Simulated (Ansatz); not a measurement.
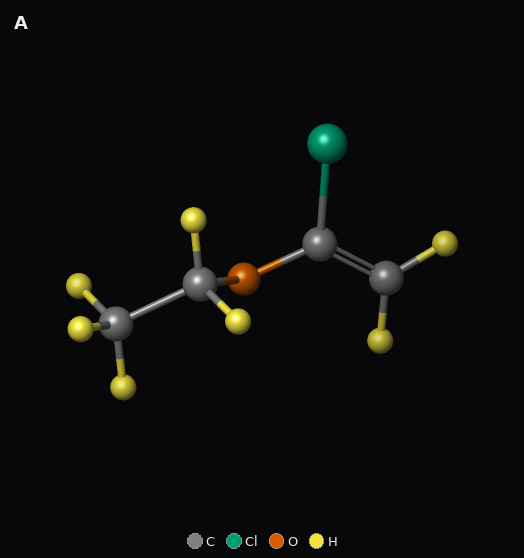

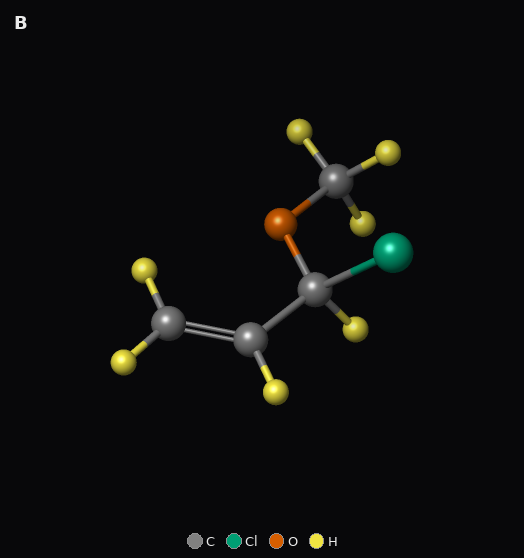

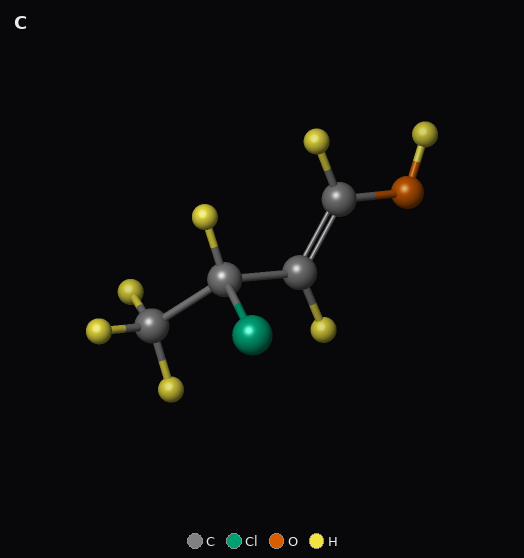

3 stationary structures of one formula. Geometries: PBE-D4/def2-SVP. Electronic energies: PBE-D4/def2-SVP (Ansatz 0.2.0), without zero-point energy. No frequency run is at hand to confirm each as a minimum. Each is one conformer, not always the lowest.

### How are they related?

They are constitutional isomers of C4H7ClO: A `C=C(Cl)OCC`, B `C=C[C@H](Cl)OC`, C `C[C@@H](Cl)/C=C/O`.

### Rank them by energy, lowest first.

C is lowest; A lies 0.274 eV above it, B lies 0.467 eV above it.
